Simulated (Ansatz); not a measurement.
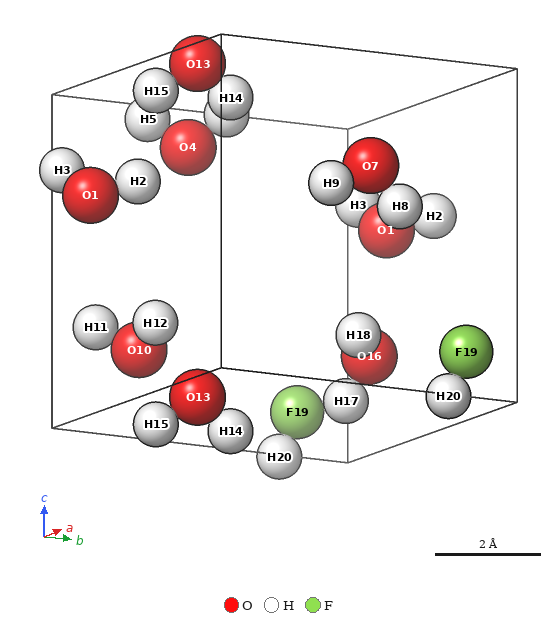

*The input geometry (spheres-only view of the cell of the calculation, seen at an oblique angle; atoms are numbered from 1 in the order of the input).*

**Geometry relaxation of H$_{13}$O$_{6}$F (part 1 of 3)**

- system: H$_{13}$O$_{6}$F (disordered cell, 20 atoms in the cell)
- method: DFT r2SCAN, scalar-relativistic, plane waves, PAW, no spin polarisation (Ansatz 0.2.0)

It belongs to a series of runs on one base structure; here: start relaxed. Figures and captions count atoms from 1; the log counts them from 0 in places.

### Input file
```yaml
crystal:
  lattice:
    - [6.528084, 0.0, 0.0]
    - [0.0, 6.528084, 0.0]
    - [0.0, 0.0, 6.528084]
  atoms:
    - { symbol: O, position: [0.2392307, -0.006435, 0.6541253] }
    - { symbol: H, position: [0.2867663, 0.1261465, 0.7007716] }
    - { symbol: H, position: [0.1275056, -0.0389337, 0.7461833] }
    - { symbol: O, position: [0.063737, 0.4239784, 0.8739296] }
    - { symbol: H, position: [-0.0052942, 0.3258512, 0.961217] }
    - { symbol: H, position: [0.1347573, 0.5129373, 0.9690914] }
    - { symbol: O, position: [0.8066178, 0.6162069, 0.7050058] }
    - { symbol: H, position: [0.8103953, 0.7121308, 0.5918789] }
    - { symbol: H, position: [0.8049363, 0.4832131, 0.6392551] }
    - { symbol: O, position: [0.0534157, 0.2637622, 0.2532566] }
    - { symbol: H, position: [-0.0305854, 0.1647775, 0.3250843] }
    - { symbol: H, position: [0.1898166, 0.2407387, 0.3069043] }
    - { symbol: O, position: [0.4251759, 0.2487497, 1.0416243] }
    - { symbol: H, position: [0.4109887, 0.3682497, 0.9548383] }
    - { symbol: H, position: [0.3732323, 0.1375117, 0.9583096] }
    - { symbol: O, position: [0.3241783, 0.8868014, 0.2490872] }
    - { symbol: H, position: [0.2708555, 0.8382335, 0.1194292] }
    - { symbol: H, position: [0.4307774, 0.7892819, 0.2828501] }
    - { symbol: F, position: [0.9834077, 0.837914, 0.1379653] }
    - { symbol: H, position: [0.9573768, 0.7925397, 0.004815] }
basis:
  ecutwfc: 500.0
kpoints:
  mp_grid: { grid: [1, 1, 1] }
hamiltonian:
  xc: r2scan
scf:
  occupations: { method: fermi_dirac, width: 0.02 }
  lower_state_search: "off"
relax:
  f_tol: 0.3
  max_steps: 15
  adjacent_minimum: "off"
```

Command:
```bash
ansatz run input.yaml --threads 1 --pin off --max-ram 3072MiB --backend cpu --events-out ev --progress --plain --runs-dir out
```

### What the program printed
```
Engine: ansatz 0.2.0, x86_64-unknown-linux-gnu
Pseudopotentials: kind: paw
Pseudopotential: O, paw, valence charge 6, recommended cutoff 500 eV (meta_gga), O.paw.azcp
Pseudopotential: H, paw, valence charge 1, recommended cutoff 500 eV (meta_gga), H.paw.azcp
Pseudopotential: F, paw, valence charge 7, recommended cutoff 500 eV (meta_gga), F.paw.azcp
Functional definition: r2SCAN
  parameter k0 = 0.174
  parameter k1 = 0.065
  parameter a1 = 4.9479
  exchange = r2scan_x(k0 = k0, k1 = k1, a1 = a1)
  correlation = r2scan_c
Crystal: 20 atoms, lattice volume = 278.200 Å³
Basis set: ecut = 500 eV, 7075 PW (Γ), exchange–correlation on 192×192×192 points (64 copies of the dense FFT grid, shifted against one another)
Bands: 48, of which v1, the nominal top of the filled ones, is band 28 counted from 1 (27 counted from 0)
Symmetry: 1 space group operations
Space group: P1 (ITA 1), of the structure as read, at distance tolerance 6.5e-5 Å
k-points: 1
Non-local potential: O, projectors of the file, l = 0: 2, l = 1: 2, l = 2: 1
Non-local potential: H, projectors of the file, l = 0: 2, l = 1: 1
Non-local potential: F, projectors of the file, l = 0: 2, l = 1: 2, l = 2: 1
PAW form: soft (Blöchl's): semilocal exchange-correlation on the pseudo side does not see the compensation charge
PAW frozen core: O, regenerated for the run's functional (the file was generated under x = pbe(κ = 0.804, μ = 0.2195149727645171), c = pbe(β = 0.06672455060314922))
PAW frozen core: F, regenerated for the run's functional (the file was generated under x = pbe(κ = 0.804, μ = 0.2195149727645171), c = pbe(β = 0.06672455060314922))
PAW one-centre angular grid: O, 302 points (default); XC on 160 Gauss nodes
PAW one-centre angular grid: H, 302 points (default); XC on 160 Gauss nodes
PAW one-centre angular grid: F, 302 points (default); XC on 160 Gauss nodes
Initial density: superposition of atomic densities (neutral atoms: chi_scale 0, normalization atom), corrected by the library's trained network
Initial wavefunctions: pseudopotential atomic-orbital guess
Functional: x = r2scan, c = r2scan; τ floored in thin density (d = 2e-4 eV/Å³)
SCF iter   1: F=-4427.567451 eV  HF=-4428.019067 eV  |F-HF|=4.52e-1  |Δ(HF+E_count)|=         —  Δρ=5.85e-3  dr2=1.25e-1  dr2_τ=1.04e0  ethr=1.77e-3  ⟨swp⟩=7.0  Hψ=251  notcnv=0  defer=4
preconditioner: auto → Resta (q_TF=auto, 2.089 Å⁻¹)  ε∞=1.9  [insulator: Δε(μ)=4.148 eV  Ē_g=17.278 eV  σ=0.020 eV  W_gap=1.00  n_scr=32 (ndim 8)  ℏωp=16.4 eV  f_vac=0.407  D(μ)=0.00/eV (n_scr^D=0)  ε∞_Penn≈1.9]
SCF iter   2: F=-4427.623204 eV  HF=-4427.627690 eV  |F-HF|=4.49e-3  |Δ(HF+E_count)|=   3.91e-1  Δρ=3.45e-3  dr2=1.69e-2  dr2_τ=3.98e-3  ethr=2.24e-4  ⟨swp⟩=3.0  Hψ=95  notcnv=0  defer=16
SCF iter   3: F=-4427.625159 eV  HF=-4427.628507 eV  |F-HF|=3.35e-3  |Δ(HF+E_count)|=   8.17e-4  Δρ=1.31e-3  dr2=4.59e-3  dr2_τ=2.82e-4  ethr=3.02e-5  ⟨swp⟩=3.0  Hψ=61  notcnv=0
automatic band count: iteration 3 solves 32 bands in place of 48: the levels show a gap, and the empty bands left out lie too high to hold charge; the band table lists the bands solved (type scf.n_extra_bands for more)
SCF iter   4: F=-4427.625833 eV  HF=-4427.625615 eV  |F-HF|=2.18e-4  |Δ(HF+E_count)|=   2.89e-3  Δρ=2.35e-4  dr2=1.51e-4  dr2_τ=1.55e-5  ethr=8.19e-6  ⟨swp⟩=2.0  Hψ=57  notcnv=0
SCF iter   5: F=-4427.625868 eV  HF=-4427.625851 eV  |F-HF|=1.76e-5  |Δ(HF+E_count)|=   2.36e-4  Δρ=1.47e-4  dr2=4.49e-5  dr2_τ=5.12e-6  ethr=2.70e-7  ⟨swp⟩=2.0  Hψ=64  notcnv=0
SCF iter   6: F=-4427.625886 eV  HF=-4427.625880 eV  |F-HF|=6.20e-6  |Δ(HF+E_count)|=   2.89e-5  Δρ=4.80e-5  dr2=5.21e-6  dr2_τ=6.29e-7  ethr=8.02e-8  ⟨swp⟩=5.0  Hψ=127  notcnv=0
SCF 1 converged in 6 iterations: F = -4427.625886 eV  dr2 = 5.21e-6
  greatest PAW one-centre occupation: 0.936 electrons in one spin orbital (limit 2), on the F atom at site 18 (counted from 0), in its partial waves of l = 0
relax step   1: F+E_penalty+E_count = -4427.62588601 eV  Δ(F+E_penalty+E_count) = +0.000e0 eV  max|allowed force component| = 1.074e0 eV/Å  Δτ_max = 0.0000 Å  (6 SCF iters, dr2 threshold 1.00e-4 eV, accepted)
Initial density: handed on by an earlier stage of this run
Initial wavefunctions: those handed on with the density
iter 1 solved again at ethr=1.31e-3 eV; its pass at ethr=3.10e-3 eV (dr2=7.34e-1 eV) is discarded
SCF iter   1: F=-4428.279912 eV  HF=-4428.556134 eV  |F-HF|=2.76e-1  |Δ(HF+E_count)|=         —  Δρ=3.03e-2  dr2=7.39e-1  dr2_τ=5.34e0  ethr=1.31e-3  ⟨swp⟩=1.0  Hψ=178  notcnv=0
automatic band count: iteration 1 solves 32 bands in place of 48: the levels show a gap, and the empty bands left out lie too high to hold charge; the band table lists the bands solved (type scf.n_extra_bands for more)
preconditioner: auto → Resta (q_TF=auto, 2.089 Å⁻¹)  ε∞=2.4  [insulator: Δε(μ)=4.383 eV  Ē_g=13.913 eV  σ=0.020 eV  W_gap=1.00  n_scr=32 (ndim 8)  ℏωp=16.4 eV  f_vac=0.413  D(μ)=0.00/eV (n_scr^D=0)  ε∞_Penn≈2.4  vacuum switching on, ρ_ref=1.4e-2 e/Å³]
SCF iter   2: F=-4428.478720 eV  HF=-4428.428431 eV  |F-HF|=5.03e-2  |Δ(HF+E_count)|=   1.28e-1  Δρ=1.47e-2  dr2=1.37e-1  dr2_τ=2.56e-2  ethr=1.31e-3  ⟨swp⟩=3.0  Hψ=71  notcnv=0
SCF iter   3: F=-4428.491363 eV  HF=-4428.490267 eV  |F-HF|=1.10e-3  |Δ(HF+E_count)|=   6.18e-2  Δρ=2.41e-3  dr2=7.50e-3  dr2_τ=1.07e-3  ethr=2.44e-4  ⟨swp⟩=3.0  Hψ=72  notcnv=0
SCF iter   4: F=-4428.493710 eV  HF=-4428.493446 eV  |F-HF|=2.64e-4  |Δ(HF+E_count)|=   3.18e-3  Δρ=7.29e-4  dr2=1.04e-3  dr2_τ=1.40e-4  ethr=1.34e-5  ⟨swp⟩=2.0  Hψ=68  notcnv=0
SCF iter   5: F=-4428.494004 eV  HF=-4428.493926 eV  |F-HF|=7.74e-5  |Δ(HF+E_count)|=   4.80e-4  Δρ=2.42e-4  dr2=9.93e-5  dr2_τ=1.48e-5  ethr=1.85e-6  ⟨swp⟩=2.0  Hψ=68  notcnv=0
SCF iter   6: F=-4428.494040 eV  HF=-4428.494035 eV  |F-HF|=5.33e-6  |Δ(HF+E_count)|=   1.09e-4  Δρ=6.11e-5  dr2=7.18e-6  dr2_τ=7.78e-7  ethr=1.77e-7  ⟨swp⟩=2.0  Hψ=57  notcnv=0
SCF iter   7: F=-4428.494041 eV  HF=-4428.494042 eV  |F-HF|=8.70e-7  |Δ(HF+E_count)|=   7.08e-6  Δρ=2.92e-5  dr2=1.56e-6  dr2_τ=2.34e-7  ethr=1.28e-8  ⟨swp⟩=2.0  Hψ=60  notcnv=0
SCF iter   8: F=-4428.494042 eV  HF=-4428.494042 eV  |F-HF|=4.10e-8  |Δ(HF+E_count)|=   1.35e-7  Δρ=4.41e-6  dr2=2.70e-8  dr2_τ=4.13e-9  ethr=1.79e-10  ⟨swp⟩=4.0  Hψ=172  notcnv=0
SCF 2 converged in 8 iterations: F = -4428.494042 eV  dr2 = 2.70e-8
  greatest PAW one-centre occupation: 0.935 electrons in one spin orbital (limit 2), on the F atom at site 18 (counted from 0), in its partial waves of l = 0
relax step   2: F+E_penalty+E_count = -4428.49404204 eV  Δ(F+E_penalty+E_count) = -8.682e-1 eV  max|allowed force component| = 1.501e0 eV/Å  Δτ_max = 0.1910 Å  (8 SCF iters, accepted)
iter 1 solved again at ethr=6.18e-4 eV; its pass at ethr=3.10e-3 eV (dr2=3.46e-1 eV) is discarded
SCF iter   1: F=-4428.840477 eV  HF=-4428.864190 eV  |F-HF|=2.37e-2  |Δ(HF+E_count)|=         —  Δρ=2.42e-2  dr2=3.48e-1  dr2_τ=2.53e0  ethr=6.18e-4  ⟨swp⟩=1.0  Hψ=184  notcnv=0
automatic band count: iteration 1 solves 32 bands in place of 48: the levels show a gap, and the empty bands left out lie too high to hold charge; the band table lists the bands solved (type scf.n_extra_bands for more)
[...]
preconditioner: auto → Resta (q_TF=auto, 2.089 Å⁻¹)  ε∞=2.3  [insulator: Δε(μ)=4.825 eV  Ē_g=14.182 eV  σ=0.020 eV  W_gap=1.00  n_scr=32 (ndim 8)  ℏωp=16.4 eV  f_vac=0.409  D(μ)=0.00/eV (n_scr^D=0)  ε∞_Penn≈2.3  vacuum switching on, ρ_ref=1.5e-2 e/Å³]
  greatest PAW one-centre occupation: 0.934 electrons in one spin orbital (limit 2), on the F atom at site 18 (counted from 0), in its partial waves of l = 0
relax step   3: F+E_penalty+E_count = -4428.92192072 eV  Δ(F+E_penalty+E_count) = -4.279e-1 eV  max|allowed force component| = 1.778e0 eV/Å  Δτ_max = 0.1950 Å  (6 SCF iters, dr2 threshold 1.00e-4 eV, accepted)
automatic band count: iteration 1 solves 32 bands in place of 48: the levels show a gap, and the empty bands left out lie too high to hold charge; the band table lists the bands solved (type scf.n_extra_bands for more)
preconditioner: auto → Resta (q_TF=auto, 2.089 Å⁻¹)  ε∞=2.3  [insulator: Δε(μ)=4.968 eV  Ē_g=14.397 eV  σ=0.020 eV  W_gap=1.00  n_scr=32 (ndim 8)  ℏωp=16.4 eV  f_vac=0.418  D(μ)=0.00/eV (n_scr^D=0)  ε∞_Penn≈2.3  vacuum switching on, ρ_ref=1.5e-2 e/Å³]
relax step   4: F+E_penalty+E_count = -4429.34882445 eV  Δ(F+E_penalty+E_count) = -4.269e-1 eV  max|allowed force component| = 1.228e0 eV/Å  Δτ_max = 0.2000 Å  (7 SCF iters, dr2 threshold 1.00e-4 eV, accepted)
automatic band count: iteration 1 solves 32 bands in place of 48: the levels show a gap, and the empty bands left out lie too high to hold charge; the band table lists the bands solved (type scf.n_extra_bands for more)
preconditioner: auto → Resta (q_TF=auto, 2.089 Å⁻¹)  ε∞=2.3  [insulator: Δε(μ)=5.165 eV  Ē_g=14.622 eV  σ=0.020 eV  W_gap=1.00  n_scr=32 (ndim 8)  ℏωp=16.4 eV  f_vac=0.426  D(μ)=0.00/eV (n_scr^D=0)  ε∞_Penn≈2.3  vacuum switching on, ρ_ref=1.6e-2 e/Å³]
  greatest PAW one-centre occupation: 0.933 electrons in one spin orbital (limit 2), on the F atom at site 18 (counted from 0), in its partial waves of l = 0
relax step   5: F+E_penalty+E_count = -4429.73754403 eV  Δ(F+E_penalty+E_count) = -3.887e-1 eV  max|allowed force component| = 7.081e-1 eV/Å  Δτ_max = 0.1939 Å  (6 SCF iters, dr2 threshold 1.00e-4 eV, accepted)
automatic band count: iteration 1 solves 32 bands in place of 48: the levels show a gap, and the empty bands left out lie too high to hold charge; the band table lists the bands solved (type scf.n_extra_bands for more)
preconditioner: auto → Resta (q_TF=auto, 2.089 Å⁻¹)  ε∞=2.3  [insulator: Δε(μ)=5.076 eV  Ē_g=14.630 eV  σ=0.020 eV  W_gap=1.00  n_scr=32 (ndim 8)  ℏωp=16.4 eV  f_vac=0.430  D(μ)=0.00/eV (n_scr^D=0)  ε∞_Penn≈2.3  vacuum switching on, ρ_ref=1.6e-2 e/Å³]
relax step   6: F+E_penalty+E_count = -4429.90621595 eV  Δ(F+E_penalty+E_count) = -1.687e-1 eV  max|allowed force component| = 1.561e0 eV/Å  Δτ_max = 0.1951 Å  (6 SCF iters, dr2 threshold 1.00e-4 eV, accepted)
automatic band count: iteration 1 solves 32 bands in place of 48: the levels show a gap, and the empty bands left out lie too high to hold charge; the band table lists the bands solved (type scf.n_extra_bands for more)
preconditioner: auto → Resta (q_TF=auto, 2.089 Å⁻¹)  ε∞=2.2  [insulator: Δε(μ)=5.184 eV  Ē_g=14.782 eV  σ=0.020 eV  W_gap=1.00  n_scr=32 (ndim 8)  ℏωp=16.4 eV  f_vac=0.433  D(μ)=0.00/eV (n_scr^D=0)  ε∞_Penn≈2.2  vacuum switching on, ρ_ref=1.6e-2 e/Å³]
relax step   7: F+E_penalty+E_count = -4430.07255923 eV  Δ(F+E_penalty+E_count) = -1.663e-1 eV  max|allowed force component| = 1.101e0 eV/Å  Δτ_max = 0.2000 Å  (6 SCF iters, dr2 threshold 1.00e-4 eV, accepted)
automatic band count: iteration 1 solves 32 bands in place of 48: the levels show a gap, and the empty bands left out lie too high to hold charge; the band table lists the bands solved (type scf.n_extra_bands for more)
preconditioner: auto → Resta (q_TF=auto, 2.089 Å⁻¹)  ε∞=2.2  [insulator: Δε(μ)=5.168 eV  Ē_g=14.822 eV  σ=0.020 eV  W_gap=1.00  n_scr=32 (ndim 8)  ℏωp=16.4 eV  f_vac=0.429  D(μ)=0.00/eV (n_scr^D=0)  ε∞_Penn≈2.2  vacuum switching on, ρ_ref=1.6e-2 e/Å³]
  greatest PAW one-centre occupation: 0.932 electrons in one spin orbital (limit 2), on the F atom at site 18 (counted from 0), in its partial waves of l = 0
```
